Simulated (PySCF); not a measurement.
# C₃H₈BOP: NMR shifts at several levels of theory, part 2 of 2

PySCF 2.14.0. Atoms count from 0. Earlier steps stand in the parts before.

## (8) Shielding tensors: KT2/pcSseg-1

Job settings and geometry (Å):

```
{"job": {"kind": "nmr", "xc": "KT2", "basis": "pcSseg-1", "pop": false}, "charge": 0, "multiplicity": 1}
C      0.670988    -1.208975    -1.076890
C     -0.019684    -0.270224    -0.388977
B     -1.565239    -0.183132    -0.516226
P     -2.539268     1.135962     0.398227
O      0.535019     0.618914     0.470310
C      1.921456     0.595225     0.650383
H      0.124588    -1.865536    -1.754112
H      1.750696    -1.358548    -0.999560
H     -2.130744    -0.886085    -1.318200
H     -1.909364     1.161288     1.669058
H     -3.734431     0.445243     0.732340
H      2.168050     1.397791     1.357154
H      2.458373     0.772891    -0.299293
H      2.261981    -0.370020     1.067864
```

With the program's defaults for keys left out, this is: GIAO KT2/pcSseg-1 NMR shielding, non-relativistic, gas phase.

Output:

```text
coarse grid: 12016 points
cycle   1  E = -566.8285531127  dE =  4.733e-01  |g| = 6.171e-01  |ddm| = 3.239e+00
cycle   2  E = -566.5837383982  dE =  2.448e-01  |g| = 1.226e+00  |ddm| = 1.776e+00
cycle   3  E = -566.8851087640  dE = -3.014e-01  |g| = 3.143e-01  |ddm| = 1.427e+00
cycle   4  E = -566.9088808243  dE = -2.377e-02  |g| = 1.070e-01  |ddm| = 3.666e-01
cycle   5  E = -566.9118872090  dE = -3.006e-03  |g| = 4.126e-02  |ddm| = 1.365e-01
cycle   6  E = -566.9123881533  dE = -5.009e-04  |g| = 1.135e-02  |ddm| = 5.384e-02
cycle   7  E = -566.9124245429  dE = -3.639e-05  |g| = 4.668e-03  |ddm| = 1.889e-02
cycle   8  E = -566.9124319431  dE = -7.400e-06  |g| = 9.448e-04  |ddm| = 7.159e-03
final grid: 110944 points
cycle   9  E = -566.9748169383  dE = -1.675e-04  |g| = 1.682e-02  |ddm| = 4.685e-02
cycle  10  E = -566.9746787236  dE =  1.382e-04  |g| = 2.524e-02  |ddm| = 4.594e-02
cycle  11  E = -566.9748737066  dE = -1.950e-04  |g| = 3.851e-03  |ddm| = 3.645e-02
cycle  12  E = -566.9748788923  dE = -5.186e-06  |g| = 1.462e-03  |ddm| = 6.617e-03
cycle  13  E = -566.9748794674  dE = -5.750e-07  |g| = 3.862e-04  |ddm| = 1.482e-03
cycle  14  E = -566.9748795112  dE = -4.389e-08  |g| = 1.402e-04  |ddm| = 4.852e-04
cycle  15  E = -566.9748795157  dE = -4.422e-09  |g| = 5.662e-05  |ddm| = 1.606e-04
cycle  16  E = -566.9748795163  dE = -6.339e-10  |g| = 1.080e-05  |ddm| = 4.961e-05
converged SCF energy = -566.9748795163

GIAO shielding tensors (ppm)
atom      isotropic    diamagn.    paramagn.     s11        s22        s33       span
  0 C       78.508     258.537    -180.029      6.214     69.858    159.453    153.239
  1 C       13.750     255.262    -241.512    -78.115     11.235    108.130    186.245
  2 B       30.104     196.015    -165.911    -57.078     28.372    119.018    176.096
  3 P      500.073     969.841    -469.768    410.827    509.110    580.283    169.456
  4 O      199.435     401.205    -201.770     72.485    220.167    305.654    233.169
  5 C      129.254     247.050    -117.795     99.395    113.215    175.154     75.758
  6 H       26.357      31.046      -4.690     24.652     25.503     28.914      4.261
  7 H       26.270      32.070      -5.801     23.894     24.647     30.268      6.374
  8 H       23.986      29.964      -5.978     18.441     25.347     28.169      9.728
  9 H       27.538      30.599      -3.061     22.437     27.151     33.027     10.591
 10 H       28.120      28.521      -0.401     23.840     25.632     34.888     11.047
 11 H       27.248      29.069      -1.821     23.326     26.122     32.294      8.968
 12 H       27.835      29.957      -2.123     24.982     25.231     33.291      8.309
 13 H       27.855      30.323      -2.468     24.967     25.230     33.369      8.402
```

It took 14 s on 1 thread of Intel Xeon 6975P-C, shared host; peak memory 0.74 GiB.

Key values: δ C1 169.5, C0 104.7, C5 54.0, B2 69.8, H8 7.19, H7 4.91 ppm.

## (9) NMR shieldings: KT3/pcSseg-1

Same as in step 8 but for these lines:

```diff
@@ -1,2 +1,2 @@
-{"job": {"kind": "nmr", "xc": "KT2", "basis": "pcSseg-1", "pop": false}, "charge": 0, "multiplicity": 1}
+{"job": {"kind": "nmr", "xc": "KT3", "basis": "pcSseg-1", "pop": false}, "charge": 0, "multiplicity": 1}
 C      0.670988    -1.208975    -1.076890
```

Level: GIAO KT3/pcSseg-1 NMR shielding, non-relativistic, gas phase.

Output:

```text
coarse grid: 12016 points
cycle   1  E = -566.2957681664  dE =  4.520e-01  |g| = 6.169e-01  |ddm| = 3.255e+00
cycle   2  E = -566.0640540474  dE =  2.317e-01  |g| = 1.196e+00  |ddm| = 1.829e+00
cycle   3  E = -566.3553144301  dE = -2.913e-01  |g| = 3.100e-01  |ddm| = 1.441e+00
cycle   4  E = -566.3781653522  dE = -2.285e-02  |g| = 1.076e-01  |ddm| = 3.571e-01
cycle   5  E = -566.3812073474  dE = -3.042e-03  |g| = 4.050e-02  |ddm| = 1.340e-01
cycle   6  E = -566.3816783333  dE = -4.710e-04  |g| = 1.199e-02  |ddm| = 5.260e-02
cycle   7  E = -566.3817199825  dE = -4.165e-05  |g| = 4.451e-03  |ddm| = 1.928e-02
cycle   8  E = -566.3817267504  dE = -6.768e-06  |g| = 8.807e-04  |ddm| = 6.704e-03
final grid: 110944 points
cycle   9  E = -566.4371696531  dE = -1.612e-04  |g| = 1.787e-02  |ddm| = 4.915e-02
cycle  10  E = -566.4369925184  dE =  1.771e-04  |g| = 3.465e-02  |ddm| = 3.457e-02
cycle  11  E = -566.4372043424  dE = -2.118e-04  |g| = 6.848e-03  |ddm| = 2.968e-02
cycle  12  E = -566.4372150277  dE = -1.069e-05  |g| = 3.085e-03  |ddm| = 9.113e-03
cycle  13  E = -566.4372179258  dE = -2.898e-06  |g| = 3.662e-04  |ddm| = 2.722e-03
cycle  14  E = -566.4372179625  dE = -3.673e-08  |g| = 8.859e-05  |ddm| = 4.805e-04
cycle  15  E = -566.4372179646  dE = -2.124e-09  |g| = 3.596e-05  |ddm| = 1.604e-04
cycle  16  E = -566.4372179651  dE = -4.709e-10  |g| = 7.913e-06  |ddm| = 6.340e-05
converged SCF energy = -566.4372179651

GIAO shielding tensors (ppm)
atom      isotropic    diamagn.    paramagn.     s11        s22        s33       span
  0 C       78.823     257.749    -178.926      5.623     71.654    159.192    153.569
  1 C       16.451     254.844    -238.393    -75.185     14.963    109.575    184.759
  2 B       32.105     195.847    -163.741    -52.853     30.273    118.896    171.748
  3 P      497.504     969.544    -472.040    420.394    501.983    570.135    149.742
  4 O      198.401     400.948    -202.547     76.284    218.195    300.723    224.439
  5 C      129.036     245.903    -116.868    100.357    112.900    173.850     73.493
  6 H       26.468      31.221      -4.753     24.821     25.548     29.035      4.213
  7 H       26.432      32.283      -5.852     24.043     24.805     30.447      6.405
  8 H       24.270      30.079      -5.810     18.740     25.647     28.422      9.683
  9 H       27.830      30.909      -3.079     22.759     27.549     33.182     10.423
 10 H       28.400      28.792      -0.392     24.133     26.066     35.002     10.868
 11 H       27.478      29.197      -1.719     23.632     26.359     32.443      8.811
 12 H       27.987      29.981      -1.994     25.178     25.445     33.338      8.161
 13 H       28.001      30.367      -2.366     25.167     25.434     33.402      8.235
```

Run time: 14 s. Hardware: 1 thread of Intel Xeon 6975P-C, shared host; peak memory 0.75 GiB.

This run: δ C1 165.9, C0 103.5, C5 53.3, B2 68.4, H8 7.05, H7 4.89 ppm.

## (10) NMR shieldings: B97-D/pcSseg-1

Same as in step 9 but for these lines:

```diff
@@ -1,2 +1,2 @@
-{"job": {"kind": "nmr", "xc": "KT3", "basis": "pcSseg-1", "pop": false}, "charge": 0, "multiplicity": 1}
+{"job": {"kind": "nmr", "xc": "B97-D", "basis": "pcSseg-1", "pop": false}, "charge": 0, "multiplicity": 1}
 C      0.670988    -1.208975    -1.076890
```

With the program's defaults for keys left out, this is: GIAO B97-D/pcSseg-1 NMR shielding, non-relativistic, gas phase.

Output:

```text
coarse grid: 12016 points
cycle   1  E = -560.2005766156  dE =  4.227e-01  |g| = 6.061e-01  |ddm| = 3.264e+00
cycle   2  E = -559.9842852122  dE =  2.163e-01  |g| = 1.179e+00  |ddm| = 1.688e+00
cycle   3  E = -560.2583232786  dE = -2.740e-01  |g| = 2.996e-01  |ddm| = 1.330e+00
cycle   4  E = -560.2788708304  dE = -2.055e-02  |g| = 1.071e-01  |ddm| = 3.375e-01
cycle   5  E = -560.2818774281  dE = -3.007e-03  |g| = 3.913e-02  |ddm| = 1.291e-01
cycle   6  E = -560.2823053643  dE = -4.279e-04  |g| = 1.199e-02  |ddm| = 4.964e-02
cycle   7  E = -560.2823457807  dE = -4.042e-05  |g| = 4.709e-03  |ddm| = 1.923e-02
cycle   8  E = -560.2823529495  dE = -7.169e-06  |g| = 9.177e-04  |ddm| = 6.880e-03
final grid: 110944 points
cycle   9  E = -560.3284468261  dE = -9.178e-05  |g| = 7.925e-03  |ddm| = 3.838e-02
cycle  10  E = -560.3284163254  dE =  3.050e-05  |g| = 1.231e-02  |ddm| = 1.786e-02
cycle  11  E = -560.3284565830  dE = -4.026e-05  |g| = 4.051e-03  |ddm| = 1.372e-02
cycle  12  E = -560.3284608887  dE = -4.306e-06  |g| = 1.447e-03  |ddm| = 4.600e-03
cycle  13  E = -560.3284613649  dE = -4.762e-07  |g| = 3.090e-04  |ddm| = 1.434e-03
cycle  14  E = -560.3284613859  dE = -2.101e-08  |g| = 5.781e-05  |ddm| = 2.762e-04
cycle  15  E = -560.3284613865  dE = -6.012e-10  |g| = 2.560e-05  |ddm| = 8.153e-05
converged SCF energy = -560.3284613865

GIAO shielding tensors (ppm)
atom      isotropic    diamagn.    paramagn.     s11        s22        s33       span
  0 C       71.213     257.425    -186.212     -5.154     63.464    155.329    160.483
  1 C        7.231     254.246    -247.015    -89.520      5.194    106.018    195.538
  2 B       26.535     195.095    -168.560    -59.964     24.317    115.251    175.215
  3 P      474.421     968.656    -494.236    394.971    477.630    550.661    155.691
  4 O      196.776     400.903    -204.127     72.100    212.922    305.307    233.206
  5 C      124.404     245.397    -120.994     95.268    108.190    169.753     74.486
  6 H       26.473      31.226      -4.753     24.908     25.538     28.974      4.066
  7 H       26.485      32.251      -5.766     23.929     24.960     30.566      6.637
  8 H       24.288      30.370      -6.082     18.551     25.811     28.503      9.952
  9 H       27.886      30.933      -3.047     22.822     27.678     33.159     10.336
 10 H       28.459      28.780      -0.321     24.199     26.193     34.984     10.786
 11 H       27.472      29.092      -1.620     23.586     26.423     32.407      8.820
 12 H       28.018      29.955      -1.937     25.223     25.490     33.340      8.116
 13 H       28.030      30.324      -2.294     25.202     25.487     33.399      8.197
```

Wall time 14 s (1 thread of Intel Xeon 6975P-C, shared host); peak memory 0.74 GiB.

This run: δ C1 171.9, C0 108.0, C5 54.8, B2 71.7, H8 7.12, H6 4.94 ppm.

## (11) NMR shieldings: B3LYP/pcSseg-1

Same as in step 10 but for these lines:

```diff
@@ -1,2 +1,2 @@
-{"job": {"kind": "nmr", "xc": "B97-D", "basis": "pcSseg-1", "pop": false}, "charge": 0, "multiplicity": 1}
+{"job": {"kind": "nmr", "xc": "B3LYP", "basis": "pcSseg-1", "pop": false}, "charge": 0, "multiplicity": 1}
 C      0.670988    -1.208975    -1.076890
```

Level: GIAO B3LYP/pcSseg-1 NMR shielding, non-relativistic, gas phase.

Output:

```text
coarse grid: 12016 points
cycle   1  E = -560.4008278809  dE =  5.092e-01  |g| = 5.319e-01  |ddm| = 3.206e+00
cycle   2  E = -560.3345175203  dE =  6.631e-02  |g| = 8.051e-01  |ddm| = 1.101e+00
cycle   3  E = -560.4536942760  dE = -1.192e-01  |g| = 1.492e-01  |ddm| = 7.487e-01
cycle   4  E = -560.4579127458  dE = -4.218e-03  |g| = 5.597e-02  |ddm| = 1.470e-01
cycle   5  E = -560.4586766406  dE = -7.639e-04  |g| = 1.709e-02  |ddm| = 5.595e-02
cycle   6  E = -560.4587552352  dE = -7.859e-05  |g| = 4.905e-03  |ddm| = 2.034e-02
cycle   7  E = -560.4587618764  dE = -6.641e-06  |g| = 1.366e-03  |ddm| = 6.571e-03
final grid: 110944 points
cycle   8  E = -560.5113682982  dE = -3.072e-05  |g| = 6.602e-03  |ddm| = 2.228e-02
cycle   9  E = -560.5113574813  dE =  1.082e-05  |g| = 9.815e-03  |ddm| = 1.097e-02
cycle  10  E = -560.5113775757  dE = -2.009e-05  |g| = 1.605e-03  |ddm| = 7.108e-03
cycle  11  E = -560.5113781667  dE = -5.911e-07  |g| = 2.672e-04  |ddm| = 1.596e-03
cycle  12  E = -560.5113781804  dE = -1.367e-08  |g| = 1.427e-04  |ddm| = 3.320e-04
cycle  13  E = -560.5113781854  dE = -5.003e-09  |g| = 2.952e-05  |ddm| = 1.236e-04
cycle  14  E = -560.5113781857  dE = -2.301e-10  |g| = 6.468e-06  |ddm| = 3.366e-05
converged SCF energy = -560.5113781857

GIAO shielding tensors (ppm)
atom      isotropic    diamagn.    paramagn.     s11        s22        s33       span
  0 C       64.916     257.320    -192.404    -20.096     59.613    155.231    175.327
  1 C       -0.587     254.071    -254.658   -108.520     -0.625    107.383    215.903
  2 B       17.560     194.498    -176.937    -76.699     15.086    114.294    190.993
  3 P      470.371     967.716    -497.345    382.460    475.943    552.710    170.250
  4 O      205.302     401.343    -196.041     78.505    223.532    313.870    235.365
  5 C      124.483     244.614    -120.131     95.351    108.067    170.031     74.681
  6 H       26.414      31.136      -4.721     24.782     25.452     29.009      4.227
  7 H       26.423      32.133      -5.709     23.718     24.834     30.718      7.000
  8 H       24.116      30.218      -6.102     18.069     25.718     28.562     10.493
  9 H       27.899      30.851      -2.953     22.746     27.711     33.239     10.493
 10 H       28.477      28.790      -0.313     24.156     26.167     35.107     10.951
 11 H       27.441      29.017      -1.576     23.396     26.411     32.517      9.121
 12 H       28.061      29.896      -1.835     25.261     25.499     33.424      8.163
 13 H       28.074      30.247      -2.173     25.255     25.491     33.476      8.221
```

Wall time 8.9 s (1 thread of Intel Xeon 6975P-C, shared host); peak memory 0.81 GiB.

This run: δ C1 179.8, C0 114.3, C5 54.8, B2 80.3, H8 7.27, H6 4.97 ppm.

## (12) Comparing the runs: NMR shifts

Shifts (ppm) of some atoms, chosen among heavy atoms and hydrogens apart, means over like atoms, with basis size and wall time:

```csv
run,C1,C0,H8,H9,B2,P3,O4,functions,time
HF/pcSseg-1,175.1,117.8,7.13,3.00,81.1,-173.1,75.1,149,4.4 s
LDA/pcSseg-1,184.6,116.5,7.68,3.65,81.6,-182.6,148.2,149,11 s
PBE/pcSseg-1,177.3,111.5,7.47,3.41,76.1,-174.3,142.3,149,14 s
BLYP/pcSseg-1,179.1,111.1,7.23,3.23,77.6,-168.3,144.7,149,14 s
BP86/pcSseg-1,177.4,111.6,7.42,3.39,75.5,-174.1,139.2,149,15 s
OPBE/pcSseg-1,167.8,108.0,7.50,3.44,70.1,-169.0,133.5,149,14 s
KT2/pcSseg-1,169.5,104.7,7.19,3.35,69.8,-174.6,131.2,149,14 s
KT3/pcSseg-1,165.9,103.5,7.05,3.20,68.4,-165.2,130.6,149,14 s
B97-D/pcSseg-1,171.9,108.0,7.12,3.24,71.7,-166.6,133.6,149,14 s
B3LYP/pcSseg-1,179.8,114.3,7.27,3.20,80.3,-173.0,128.7,149,8.9 s
```

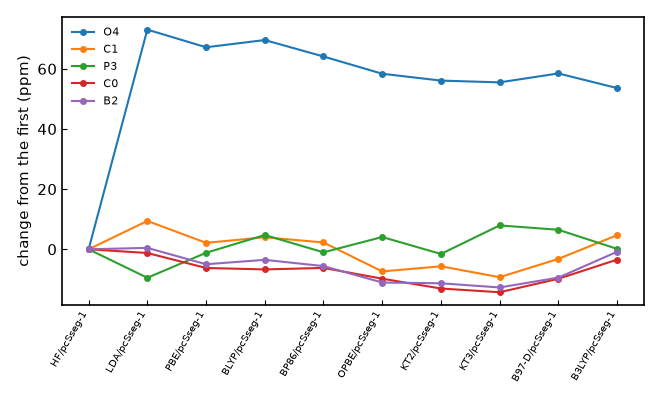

How five of the tabulated atoms move from run to run.

## (13) Outcome

What follows sums up all 2 parts.

```
                                                            quantity                             value
                                13C shifts against TMS (HF/pcSseg-1)            175.1, 117.8, 49.8 ppm
1H shifts against TMS (HF/pcSseg-1, means over atoms taken as alike)  7.13, 5.16, 5.13, 3.37, 3.00 ppm
                           11B shifts against BF3·OEt2 (HF/pcSseg-1)                          81.1 ppm
                              31P shifts against H3PO4 (HF/pcSseg-1)                        -173.1 ppm
                                17O shifts against H2O (HF/pcSseg-1)                          75.1 ppm
                                            range of the shift of O4                 75.1 to 148.2 ppm
```

In words: Single values in the summary come from the first sound run of each kind (HF/pcSseg-1), which need not be the best level. The most deshielded carbon is C1 (alkene carbon bearing oxygen), at 175.1 ppm: an sp2 carbon further deshielded by the attached heteroatom. At HF/pcSseg-1: The widest tensor belongs to C1: span 241 ppm, with a paramagnetic part of -238 ppm. In ppm, O4 moves most: its shift spreads over 73.0 ppm, from 75.1 (HF/pcSseg-1) to 148.2 (LDA/pcSseg-1).
